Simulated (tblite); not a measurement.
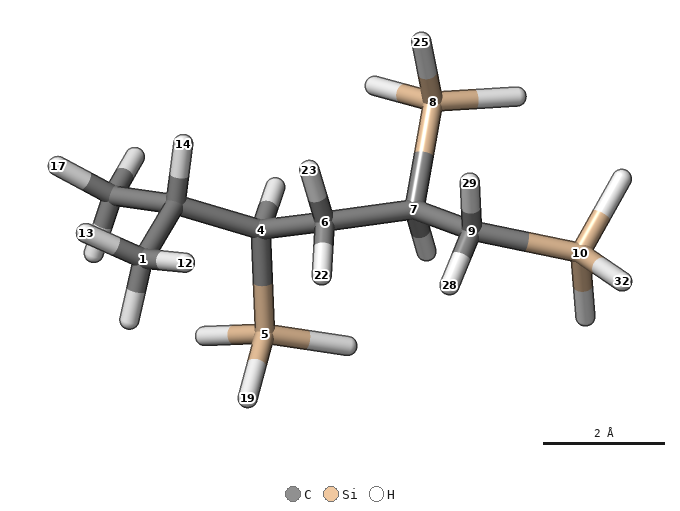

The structure as given in the input (stick view, seen at an oblique angle; atoms are numbered from 1 in the order of the input).

C$_{7}$H$_{22}$Si$_{3}$: geometry relaxation (part 1 of 2)

System: C$_{7}$H$_{22}$Si$_{3}$, SMILES CC(C)[C@H]([SiH3])C[C@@H]([SiH3])C[SiH3].
Method: GFN2-xTB geometry optimisation, gas phase (tblite 0.8.0).

### Input
```
{"job": {"xc": "GFN2-xTB", "basis": "xTB", "kind": "relax"}, "charge": 0, "multiplicity": 1}
C     -2.710600    -1.007400     1.334600
C     -2.382300     0.180600     0.409700
C     -3.579900     0.532800    -0.446400
C     -1.058500     0.006400    -0.416300
Si    -1.074200    -1.432600    -1.698400
C      0.163100    -0.082500     0.556400
C      1.548400     0.331800    -0.053200
Si     1.702100     2.252000    -0.309200
C      2.686400    -0.247700     0.856300
Si     4.407200    -0.386500     0.126700
H     -2.964200    -1.909700     0.765900
H     -1.898800    -1.240000     2.018100
H     -3.596600    -0.763500     1.964100
H     -2.213700     1.043200     1.072900
H     -3.930500    -0.299300    -1.055800
H     -3.360700     1.374900    -1.104200
H     -4.430800     0.844100     0.184200
H     -0.959900     0.899000    -1.017100
H     -1.178300    -2.731600    -0.997500
H      0.189700    -1.395700    -2.487700
H     -2.225400    -1.255100    -2.625600
H      0.234200    -1.107900     0.939400
H     -0.010900     0.557700     1.451500
H      1.639300    -0.118600    -1.048700
H      1.647600     2.923400     1.012700
H      0.568500     2.722300    -1.159600
H      2.981200     2.559000    -0.988300
H      2.418400    -1.270400     1.142400
H      2.744400     0.326300     1.789200
H      4.979300     0.964800    -0.113900
H      4.357500    -1.131400    -1.158900
H      5.292600    -1.106700     1.072000
```

The first line tells a small driver script what to run in tblite; the rest is the geometry in Å.

Run on 1 CPU thread, shared host.

Run as:
```bash
OMP_NUM_THREADS=1 python <driver script> task.json out
```

### What the program printed
```
step      E/eV     max force
  0    -854.02708    0.957
  1    -854.09963    0.375
  2    -854.13233    0.291
  3    -854.15537    0.380
  4    -854.17080    0.337
  5    -854.18093    0.217
  6    -854.18804    0.196
  7    -854.19533    0.201
  8    -854.20188    0.192
  9    -854.20676    0.150
 10    -854.21058    0.133
 11    -854.21436    0.152
 12    -854.21816    0.175
 13    -854.22117    0.105
 14    -854.22321    0.079
 15    -854.22495    0.083
 16    -854.22674    0.123
 17    -854.22804    0.090
 18    -854.22867    0.041
 19    -854.22902    0.038
 20    -854.22902    0.038
 21    -854.22921    0.034
 22    -854.22994    0.048
 23    -854.23020    0.046
 24    -854.23070    0.033
 25    -854.23097    0.037
 26    -854.23128    0.033
 27    -854.23155    0.035
 28    -854.23181    0.032
 29    -854.23203    0.038
 30    -854.23227    0.035
 31    -854.23251    0.031
 32    -854.23274    0.027
 33    -854.23293    0.024
 34    -854.23312    0.026
 35    -854.23333    0.032
 36    -854.23355    0.025
 37    -854.23374    0.027
 38    -854.23395    0.032
 39    -854.23422    0.040
 40    -854.23452    0.044
 41    -854.23476    0.027
 42    -854.23489    0.022
 43    -854.23499    0.024
 44    -854.23512    0.025
 45    -854.23532    0.031
 46    -854.23557    0.034
 47    -854.23585    0.035
 48    -854.23610    0.032
 49    -854.23630    0.031
 50    -854.23646    0.021
 51    -854.23660    0.026
 52    -854.23674    0.029
 53    -854.23691    0.033
 54    -854.23712    0.034
 55    -854.23736    0.030
 56    -854.23760    0.028
 57    -854.23784    0.032
 58    -854.23805    0.039
 59    -854.23824    0.031
 60    -854.23841    0.023
 61    -854.23856    0.025
 62    -854.23871    0.026
 63    -854.23885    0.022
 64    -854.23897    0.018
 65    -854.23910    0.023
 66    -854.23927    0.033
 67    -854.23949    0.033
 68    -854.23977    0.034
 69    -854.24007    0.033
 70    -854.24038    0.041
 71    -854.24070    0.045
 72    -854.24105    0.041
 73    -854.24140    0.036
 74    -854.24175    0.035
 75    -854.24212    0.042
 76    -854.24250    0.036
 77    -854.24288    0.038
 78    -854.24326    0.033
 79    -854.24366    0.055
 80    -854.24410    0.053
 81    -854.24456    0.045
 82    -854.24496    0.037
 83    -854.24517    0.044
 84    -854.24554    0.044
 85    -854.24578    0.029
 86    -854.24601    0.026
 87    -854.24622    0.040
 88    -854.24651    0.056
 89    -854.24684    0.050
 90    -854.24716    0.027
 91    -854.24742    0.029
 92    -854.24764    0.039
 93    -854.24784    0.044
 94    -854.24804    0.031
 95    -854.24824    0.029
 96    -854.24844    0.029
 97    -854.24863    0.034
 98    -854.24878    0.029
 99    -854.24889    0.021
100    -854.24898    0.025
101    -854.24909    0.029
102    -854.24924    0.033
103    -854.24941    0.024
104    -854.24952    0.021
105    -854.24963    0.019
106    -854.24976    0.027
107    -854.24988    0.021
108    -854.24997    0.021
109    -854.25004    0.020
110    -854.25013    0.018
111    -854.25024    0.023
112    -854.25036    0.020
113    -854.25048    0.026
114    -854.25060    0.023
115    -854.25071    0.018
116    -854.25082    0.019
117    -854.25095    0.027
118    -854.25109    0.030
119    -854.25122    0.027
120    -854.25132    0.021
121    -854.25140    0.017
122    -854.25148    0.018
123    -854.25157    0.019
124    -854.25166    0.022
125    -854.25175    0.018
126    -854.25184    0.024
127    -854.25193    0.027
128    -854.25201    0.018
129    -854.25209    0.015
130    -854.25215    0.014
131    -854.25221    0.016
132    -854.25227    0.016
133    -854.25234    0.017
134    -854.25242    0.017
135    -854.25251    0.020
136    -854.25261    0.022
137    -854.25272    0.021
138    -854.25282    0.020
139    -854.25294    0.024
140    -854.25307    0.025
141    -854.25321    0.025
142    -854.25335    0.028
143    -854.25346    0.022
144    -854.25357    0.021
145    -854.25369    0.021
146    -854.25381    0.023
147    -854.25396    0.024
148    -854.25413    0.025
149    -854.25436    0.033
150    -854.25462    0.033
151    -854.25485    0.031
152    -854.25505    0.029
153    -854.25524    0.025
154    -854.25542    0.032
155    -854.25563    0.037
156    -854.25587    0.033
157    -854.25614    0.032
158    -854.25640    0.027
159    -854.25660    0.025
160    -854.25673    0.024
161    -854.25682    0.025
162    -854.25695    0.032
163    -854.25708    0.023
164    -854.25723    0.025
165    -854.25732    0.026
166    -854.25742    0.025
167    -854.25750    0.022
168    -854.25758    0.015
169    -854.25765    0.021
170    -854.25772    0.021
171    -854.25779    0.018
172    -854.25785    0.015
173    -854.25792    0.016
174    -854.25798    0.017
175    -854.25804    0.015
176    -854.25808    0.010
177    -854.25811    0.011
178    -854.25815    0.013
179    -854.25819    0.015
180    -854.25824    0.016
181    -854.25830    0.014
182    -854.25836    0.013
183    -854.25840    0.011
184    -854.25844    0.011
185    -854.25848    0.015
186    -854.25853    0.016
187    -854.25858    0.013
188    -854.25862    0.011
189    -854.25864    0.008
190    -854.25866    0.007
191    -854.25868    0.008
192    -854.25870    0.010
193    -854.25872    0.010
194    -854.25875    0.011
195    -854.25878    0.010
196    -854.25880    0.011
197    -854.25882    0.008
198    -854.25884    0.008
199    -854.25885    0.007
200    -854.25886    0.006
201    -854.25888    0.008
202    -854.25889    0.007
203    -854.25890    0.009
204    -854.25892    0.007
205    -854.25893    0.007
206    -854.25894    0.005
207    -854.25895    0.006
208    -854.25896    0.005
209    -854.25897    0.007
210    -854.25898    0.007
211    -854.25899    0.005
212    -854.25899    0.005
213    -854.25900    0.006
214    -854.25901    0.007
215    -854.25902    0.008
216    -854.25904    0.010
217    -854.25906    0.011
218    -854.25909    0.010
219    -854.25912    0.012
220    -854.25916    0.010
221    -854.25918    0.009
222    -854.25920    0.009
223    -854.25922    0.009
224    -854.25924    0.010
225    -854.25926    0.010
226    -854.25927    0.007
227    -854.25929    0.009
228    -854.25931    0.009
229    -854.25932    0.008
230    -854.25934    0.007
231    -854.25936    0.008
232    -854.25938    0.010
233    -854.25940    0.016
234    -854.25943    0.015
235    -854.25946    0.009
236    -854.25948    0.007
237    -854.25949    0.007
238    -854.25951    0.012
239    -854.25952    0.010
240    -854.25954    0.007
241    -854.25955    0.008
242    -854.25956    0.008
243    -854.25958    0.012
244    -854.25960    0.011
245    -854.25961    0.009
246    -854.25963    0.009
247    -854.25964    0.009
248    -854.25966    0.008
249    -854.25967    0.006
250    -854.25969    0.006
251    -854.25969    0.006
252    -854.25970    0.005
253    -854.25971    0.005
254    -854.25972    0.004
255    -854.25972    0.004
256    -854.25973    0.004
257    -854.25974    0.005
258    -854.25974    0.007
259    -854.25975    0.008
260    -854.25976    0.007
261    -854.25976    0.005
262    -854.25977    0.006
263    -854.25978    0.006
264    -854.25979    0.007
265    -854.25980    0.007
266    -854.25981    0.005
267    -854.25982    0.006
268    -854.25983    0.008
269    -854.25985    0.009
270    -854.25987    0.009
271    -854.25988    0.006
272    -854.25989    0.007
273    -854.25990    0.010
274    -854.25991    0.011
275    -854.25993    0.010
276    -854.25995    0.008
277    -854.25996    0.006
278    -854.25997    0.008
279    -854.25998    0.010
280    -854.26000    0.012
281    -854.26002    0.010
282    -854.26003    0.007
283    -854.26004    0.007
284    -854.26005    0.009
285    -854.26007    0.008
286    -854.26008    0.007
287    -854.26009    0.007
288    -854.26010    0.008
289    -854.26012    0.010
290    -854.26015    0.010
291    -854.26017    0.008
292    -854.26019    0.008
293    -854.26021    0.008
294    -854.26023    0.008
295    -854.26025    0.010
296    -854.26028    0.012
297    -854.26031    0.014
298    -854.26035    0.016
299    -854.26040    0.015
300    -854.26045    0.013
301    -854.26052    0.015
302    -854.26057    0.016
303    -854.26063    0.019
304    -854.26070    0.016
305    -854.26082    0.019
306    -854.26093    0.020
307    -854.26103    0.015
308    -854.26109    0.021
309    -854.26110    0.026
310    -854.26120    0.021
311    -854.26127    0.017
312    -854.26139    0.018
313    -854.26159    0.022
314    -854.26179    0.028
315    -854.26200    0.047
316    -854.26212    0.039
317    -854.26236    0.022
318    -854.26254    0.020
319    -854.26294    0.032
320    -854.26317    0.048
321    -854.26345    0.049
322    -854.26374    0.040
323    -854.26405    0.040
324    -854.26436    0.045
325    -854.26470    0.045
326    -854.26502    0.069
327    -854.26547    0.049
328    -854.26583    0.034
329    -854.26632    0.035
330    -854.26681    0.043
331    -854.26725    0.036
332    -854.26748    0.035
333    -854.26769    0.029
334    -854.26788    0.020
335    -854.26802    0.018
336    -854.26818    0.025
337    -854.26839    0.028
338    -854.26862    0.034
339    -854.26888    0.034
340    -854.26915    0.026
341    -854.26941    0.026
342    -854.26967    0.028
343    -854.26992    0.034
344    -854.27025    0.038
345    -854.27067    0.039
346    -854.27112    0.044
347    -854.27148    0.047
348    -854.27184    0.030
349    -854.27215    0.033
350    -854.27250    0.038
351    -854.27288    0.041
352    -854.27324    0.037
353    -854.27357    0.032
354    -854.27389    0.033
355    -854.27423    0.038
356    -854.27457    0.039
357    -854.27485    0.038
358    -854.27510    0.036
359    -854.27538    0.045
360    -854.27577    0.048
361    -854.27630    0.034
362    -854.27658    0.021
363    -854.27671    0.020
364    -854.27689    0.033
365    -854.27709    0.037
366    -854.27731    0.026
367    -854.27749    0.026
368    -854.27768    0.026
369    -854.27786    0.030
370    -854.27804    0.028
371    -854.27817    0.026
372    -854.27829    0.027
373    -854.27840    0.037
374    -854.27853    0.031
375    -854.27866    0.020
376    -854.27877    0.020
377    -854.27885    0.020
378    -854.27897    0.024
379    -854.27906    0.021
380    -854.27915    0.018
381    -854.27922    0.020
382    -854.27929    0.020
383    -854.27935    0.021
384    -854.27940    0.013
385    -854.27945    0.011
386    -854.27950    0.013
387    -854.27955    0.016
388    -854.27959    0.016
389    -854.27963    0.015
390    -854.27967    0.017
391    -854.27972    0.013
392    -854.27978    0.015
393    -854.27984    0.014
394    -854.27989    0.015
395    -854.27993    0.016
396    -854.27997    0.013
397    -854.28000    0.010
398    -854.28004    0.014
399    -854.28008    0.020
400    -854.28013    0.017
401    -854.28018    0.014
402    -854.28022    0.014
403    -854.28027    0.011
404    -854.28031    0.012
405    -854.28034    0.009
406    -854.28037    0.011
407    -854.28040    0.010
408    -854.28043    0.011
409    -854.28046    0.009
410    -854.28048    0.010
411    -854.28051    0.010
412    -854.28054    0.014
413    -854.28056    0.012
414    -854.28059    0.010
415    -854.28062    0.009
416    -854.28065    0.012
417    -854.28069    0.014
418    -854.28072    0.013
419    -854.28075    0.011
420    -854.28078    0.010
421    -854.28081    0.015
422    -854.28086    0.019
423    -854.28091    0.018
424    -854.28096    0.017
425    -854.28101    0.014
426    -854.28105    0.013
427    -854.28110    0.018
428    -854.28114    0.021
429    -854.28119    0.025
430    -854.28125    0.023
431    -854.28137    0.016
432    -854.28143    0.015
433    -854.28150    0.013
434    -854.28154    0.012
435    -854.28158    0.011
436    -854.28162    0.012
437    -854.28165    0.015
438    -854.28168    0.016
439    -854.28171    0.012
440    -854.28176    0.014
441    -854.28178    0.012
442    -854.28181    0.010
443    -854.28184    0.011
444    -854.28186    0.010
445    -854.28189    0.010
446    -854.28191    0.009
447    -854.28193    0.008
448    -854.28195    0.010
449    -854.28197    0.011
450    -854.28199    0.009
451    -854.28201    0.009
452    -854.28203    0.007
453    -854.28204    0.007
454    -854.28205    0.007
455    -854.28206    0.006
456    -854.28207    0.006
457    -854.28209    0.007
458    -854.28210    0.006
459    -854.28211    0.006
460    -854.28212    0.006
461    -854.28213    0.006
462    -854.28214    0.006
463    -854.28215    0.006
464    -854.28217    0.008
465    -854.28219    0.010
466    -854.28221    0.009
467    -854.28222    0.007
468    -854.28223    0.006
469    -854.28225    0.008
470    -854.28226    0.009
471    -854.28227    0.007
472    -854.28228    0.006
473    -854.28229    0.005
474    -854.28230    0.004
475    -854.28231    0.005
476    -854.28231    0.004
477    -854.28232    0.004
```
